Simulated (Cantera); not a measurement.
A closed system holds: 1 mol C6H6, 0.95 mol NH3, 0.38 mol N2, 0.54 mol H2O, equilibrated at 1 atm.

Cantera equilibrium calculation (NASA polynomials, part measured and part estimated; ideal gas, pure solids and liquids). Candidate condensed phases: C, C6H6, C7H8, C8H18, H2O; 136 gas species. The numbers say what is thermodynamically allowed, not how fast it happens.

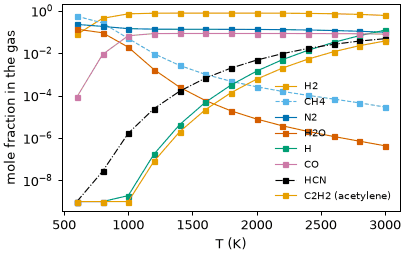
Equilibrium gas composition (values under 1e-9 drawn at 1e-9)

Q: Read off the mole fractions at 1800 K.

A: H2 about 0.78, N2 about 0.13, CO about 0.085, HCN about 0.0020, CH4 about 0.00047, H about 0.00031, C2H2 (acetylene) about 0.00014, H2O about 1.9e-5.
